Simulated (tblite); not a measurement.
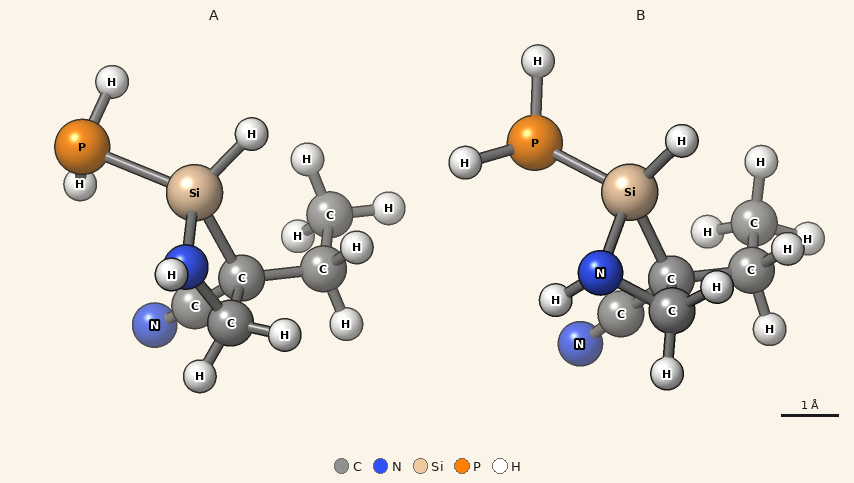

Two geometries of C₅H₁₁N₂PSi, drawn at one scale. One is the start of a relaxation, the other its converged end. A ball-and-stick model, seen from a free direction.

The calculation used tblite, GFN2-xTB geometry optimisation, gas phase. 

**Which geometry has the lower energy?**

Structure A is the relaxed one. An H atom moves most after the best rigid fit: 2.31 Å. Largest moves by element: H 2.31 Å, P 0.72 Å, N 0.43 Å, C 0.38 Å, Si 0.17 Å. Some distances before and after: C–Si 1.858 → 1.951 Å, H–P 1.445 → 1.383 Å, N–Si 1.771 → 1.716 Å, H–N 1.053 → 1.006 Å. Bond angles that change, for instance: Si–N–H 110.0° → 137.2°, Si–P–H 113.6° → 95.4°, H–P–H 107.7° → 92.9°. Groups turn about C–C by about 30°, C–Si by about 20°, C–C by about 20°. The energy falls by 198.8 kJ/mol in 257 geometry steps.
